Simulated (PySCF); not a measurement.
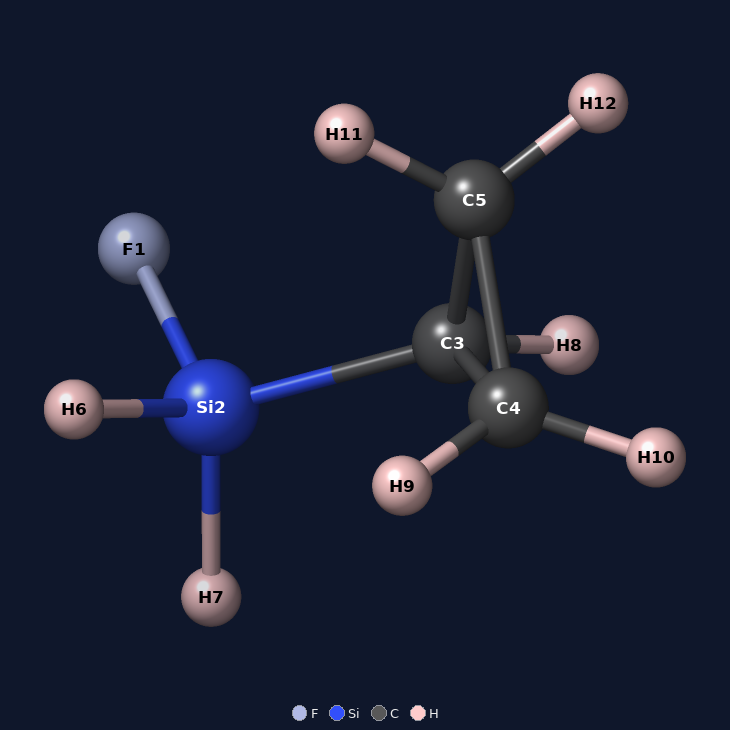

Computed geometry: PBE0-D3(BJ)/def2-SVP optimisation. No frequency run is at hand to confirm it as a minimum. Level of theory: delta-SCF UKS SCAN, pcX-2 on the ionised atom, pcseg-1 elsewhere, spin-free X2C (PySCF 2.14.0).

Give the core-electron binding energies (to vacuum; p and d levels without spin–orbit splitting) of F1 1s, Si2 1s, Si2 2p, C3 1s, C4 1s.

```csv
atom,level,binding energy (eV)
F1,1s,692.0
Si2,1s,1847.6
Si2,2p,107.9
C3,1s,290.5
C4,1s,291.0
```
